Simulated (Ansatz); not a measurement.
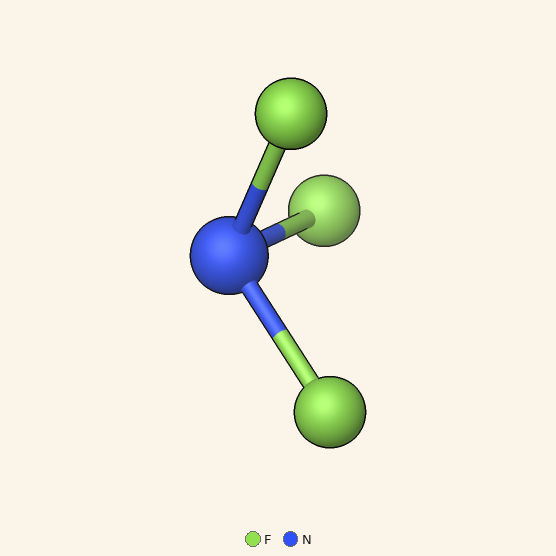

Computed geometry: PBE0-D4/def2-TZVP optimisation.

Draw it as a skeletal formula.

SMILES: FN(F)F

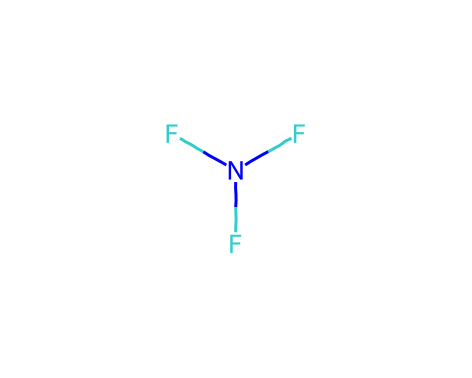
